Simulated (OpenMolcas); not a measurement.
AlBH4S: single-point calculation (part 1 of 2)

System: AlBH4S, SMILES B[S][AlH2].
Method: RI-MP2/aug-pc-1, RHF, in an applied electric field (OpenMolcas 26.06).

A bond length was changed on purpose from its optimised value.

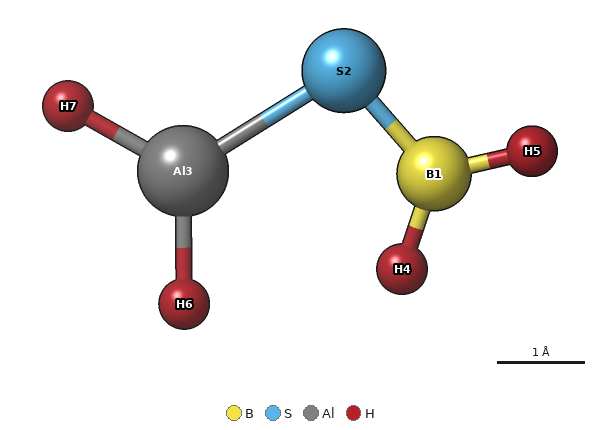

Figure 1. The input geometry (ball-and-stick view, seen at a tilt; atoms are numbered from 1 in the order of the input). Sticks mark near contacts. Bond lengths as drawn: Al–H 1.54 Å, Al–S 2.21 Å, B–H 1.17 to 1.18 Å and B–S 1.59 Å.

Results in brief

- outcome: converged
- total energy: −666.737571 hartree
- SCF energy: −666.447151 hartree
- MP2 energy: −666.737571 hartree
- correlation energy: −0.290420 hartree
- basis functions: 113
- HOMO of the SCF reference: −10.53 eV
- LUMO of the SCF reference: −1.63 eV
- hardware: 1 thread of AMD EPYC 7571, 16 GiB of memory available, shared host
- wall time: 8.1 s
- peak memory: 0.25 GiB

Input
```
>>> EXPORT MOLCAS_PRINT=2
&GATEWAY
COORD
7
angstrom
B       -1.280493       0.595676      -0.235162
S       -0.115060       1.192230       0.667580
Al       1.375690      -0.419000       0.387730
H       -1.133153      -0.425464      -0.804972
H       -2.273353       1.203056      -0.311542
H        1.160580      -1.537680      -0.646510
H        2.654170      -0.410020       1.243720
BASIS=aug-pc-1
GROUP=NoSym
RICD
&SEWARD
&FFPT
DIPOLE
X 0.01
&SCF
PRORBITALS=1 1
&MBPT2
FROZEN=11
```

Launch command:
```bash
export MOLCAS_MEM=1860
pymolcas mol.input > mol.log
```

What the program printed
```
--- Start Module: gateway ---

                                              &GATEWAY

                       available to each process: 1.9 GB of memory, 1 thread

++    Symmetry information:
      ---------------------

                    Character Table for C1

                             E
                    a        1  x, y, xy, Rz, z, xz, Ry, yz, Rx, I
--

++    Basis set information:
      ----------------------

      Basis set label: B.AUG-PC-1.........

      Electronic valence basis set:
      ------------------
      Associated Effective Charge   5.000000 au
      Associated Actual Charge      5.000000 au
      Nuclear Model: Point charge

      Shell  nPrim  nBasis  Cartesian Spherical Contaminant
         s       8       4        X
         p       5       3        X
         d       2       2                 X

      Basis set label: S.AUG-PC-1.........

      Electronic valence basis set:
      ------------------
      Associated Effective Charge  16.000000 au
      Associated Actual Charge     16.000000 au
      Nuclear Model: Point charge

      Shell  nPrim  nBasis  Cartesian Spherical Contaminant
         s      12       5        X
         p       9       4        X
         d       2       2                 X

      Basis set label: AL.AUG-PC-1.........

      Electronic valence basis set:
      ------------------
      Associated Effective Charge  13.000000 au
      Associated Actual Charge     13.000000 au
      Nuclear Model: Point charge

      Shell  nPrim  nBasis  Cartesian Spherical Contaminant
         s      12       5        X
         p       9       4        X
         d       2       2                 X

      Basis set label: H.AUG-PC-1.........

      Electronic valence basis set:
      ------------------
      Associated Effective Charge   1.000000 au
      Associated Actual Charge      1.000000 au
      Nuclear Model: Point charge

      Shell  nPrim  nBasis  Cartesian Spherical Contaminant
         s       5       3        X
         p       2       2        X
--

++    Molecular structure info:
      -------------------------

                    ************************************************
                    **** Cartesian Coordinates / bohr, angstrom ****
                    ************************************************

     Center  Label                x              y              z                     x              y              z
        1      B1              -2.419781       1.125664      -0.444392             -1.280493       0.595676      -0.235162
        2      S2              -0.217432       2.252988       1.261543             -0.115060       1.192230       0.667580
        3      AL3              2.599677      -0.791795       0.732704              1.375690      -0.419000       0.387730
        4      H4              -2.141349      -0.804010      -1.521177             -1.133153      -0.425464      -0.804972
        5      H5              -4.296015       2.273446      -0.588729             -2.273353       1.203056      -0.311542
        6      H6               2.193178      -2.905794      -1.221727              1.160580      -1.537680      -0.646510
        7      H7               5.015654      -0.774826       2.350290              2.654170      -0.410020       1.243720

                    ***************************************
                    *    InterNuclear Distances / bohr    *
                    ***************************************

               1 B1            2 S2            3 AL3           4 H4            5 H5            6 H6
    1 B1       0.000000
    2 S2       3.005231        0.000000
    3 AL3      5.500652        4.181684        0.000000
    4 H4       2.227248        4.559630        5.249519        0.000000
    5 H5       2.204198        4.478701        7.661100        3.870760        0.000000
    6 H6       6.175460        6.212142        2.907582        4.826519        8.326755        0.000000
    7 H7       8.167485        6.143144        2.907545        8.137063       10.229222        5.026600

               7 H7
    7 H7       0.000000

                    *******************************************
                    *    InterNuclear Distances / angstrom    *
                    *******************************************

               1 B1            2 S2            3 AL3           4 H4            5 H5            6 H6
    1 B1       0.000000
    2 S2       1.590300        0.000000
    3 AL3      2.910819        2.212852        0.000000
    4 H4       1.178609        2.412852        2.777926        0.000000
    5 H5       1.166411        2.370027        4.054080        2.048318        0.000000
    6 H6       3.267913        3.287324        1.538626        2.554084        4.406329        0.000000
    7 H7       4.322047        3.250812        1.538607        4.305949        5.413071        2.659962

               7 H7
    7 H7       0.000000

                    **************************************
                    *    Valence Bond Angles / degree    *
                    **************************************
                          Atom centers                 Phi
                      4 H4       1 B1       5 H5       121.73
                      6 H6       3 AL3      7 H7       119.63
--

            Nuclear Potential Energy            120.49528923 au

--- Stop Module: gateway /rc=_RC_ALL_IS_WELL_ ---

--- Start Module: seward ---

                                              &SEWARD

                       available to each process: 1.9 GB of memory, 1 thread

               SEWARD will generate:
                  Multipole Moment integrals up to order  2
                  Kinetic Energy integrals
                  Nuclear Attraction integrals (point charge)
                  One-Electron Hamiltonian integrals
                  Velocity integrals
                  Orbital angular momentum around (  0.5045   0.8221   0.7328 )
                  Velocity quadrupole around (  0.5045   0.8221   0.7328 )
                  RI decomposed two-electron repulsion integrals stored Cholesky style
                   - acCD auxiliary basis
                   - CD Threshold:   1.00E-04

                   Integrals are discarded if absolute value <: 1.00E-14
                   Integral cutoff threshold is set to       <: 1.00E-16

            Nuclear Potential Energy            120.49528923 au

      Basis set specifications :
      Symmetry species         a
      Basis functions          113

--- Stop Module: seward /rc=_RC_ALL_IS_WELL_ ---
--- Module seward spent 2 seconds ---

--- Start Module: ffpt ---

                                               &FFPT

                       available to each process: 1.9 GB of memory, 1 thread

      Header of the ONEINT file:
      --------------------------

      Cartesian coordinates in angstrom:
      -----------------------------------------------------
      No.  Label        X            Y            Z
      -----------------------------------------------------
       1   B1        -1.28049300   0.59567600  -0.23516200
       2   S2        -0.11506000   1.19223000   0.66758000
       3   AL3        1.37569000  -0.41900000   0.38773000
       4   H4        -1.13315300  -0.42546400  -0.80497200
       5   H5        -2.27335300   1.20305600  -0.31154200
       6   H6         1.16058000  -1.53768000  -0.64651000
       7   H7         2.65417000  -0.41002000   1.24372000
      -----------------------------------------------------
      Nuclear repulsion energy =  120.49528923

      The following tasks will be executed:
      -------------------------------------

      FFPT    DIPO    COMP    COMP0   X= 0.010000

--- Stop Module: ffpt /rc=_RC_ALL_IS_WELL_ ---

--- Start Module: scf ---

                                                &SCF

                       available to each process: 1.9 GB of memory, 1 thread

++    Input section:
      --------------

      Header of the integral files:

      Cartesian coordinates in angstrom:
      -----------------------------------------------------
      No.  Label        X            Y            Z
      -----------------------------------------------------
       1   B1        -1.28049300   0.59567600  -0.23516200
       2   S2        -0.11506000   1.19223000   0.66758000
       3   AL3        1.37569000  -0.41900000   0.38773000
       4   H4        -1.13315300  -0.42546400  -0.80497200
       5   H5        -2.27335300   1.20305600  -0.31154200
       6   H6         1.16058000  -1.53768000  -0.64651000
       7   H7         2.65417000  -0.41002000   1.24372000
      -----------------------------------------------------
      Nuclear repulsion energy =  120.49347966
--

++    Orbital specifications:
      -----------------------

      Symmetry species               1
                                     a
      Frozen orbitals                0
      Occupied orbitals             19
      Secondary orbitals            94
      Deleted orbitals               0
      Total number of orbitals     113
      Number of basis functions    113
--

      Molecular charge                           0.000

++    Optimization specifications:
      ----------------------------

      SCF Algorithm: LK-RI/DF
      LK screening threshold:                     4.50E-02
      Local-Exchange (LK) algorithm.
       - the density matrix is decomposed
      The actual AO density is used
      Number of density matrices in core                 5
      Maximum number of NDDO SCF iterations            400
      Maximum number of HF SCF iterations              400
      Threshold for SCF energy change             1.00E-09
      Threshold for density matrix                1.00E-04
      Threshold for Fock matrix                   1.50E-04
      Threshold for linear dependence             1.00E-09
      Threshold at which DIIS is turned on        1.50E-01
      Maximum depth in the DIIS procedure                5
      Maximum depth in the BFGS Hessian update          30
      Threshold at which QNR/C2DIIS is turned on  7.50E-02
      Threshold for Norm(delta) (QNR/C2DIIS)      1.00E-03
      All orbitals punched on: SCFORB
--

      Input vectors read from INPORB
      Orbital file label: *Guess orbitals

++ Convergence information
                                   SCF        iterations: Energy and convergence statistics
```
